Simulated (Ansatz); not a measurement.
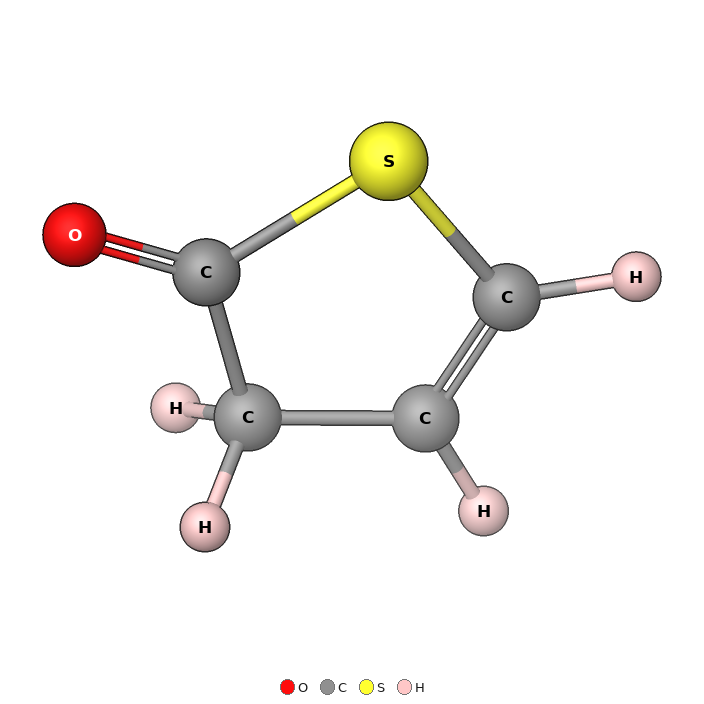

Orthographic view. Atoms fade into the background with distance from the viewer. Computed geometry: PBE0-D4/def2-TZVP optimisation. No frequency run is at hand to confirm it as a minimum.

**Write the InChI string.**

InChI=1S/C4H4OS/c5-4-2-1-3-6-4/h1,3H,2H2
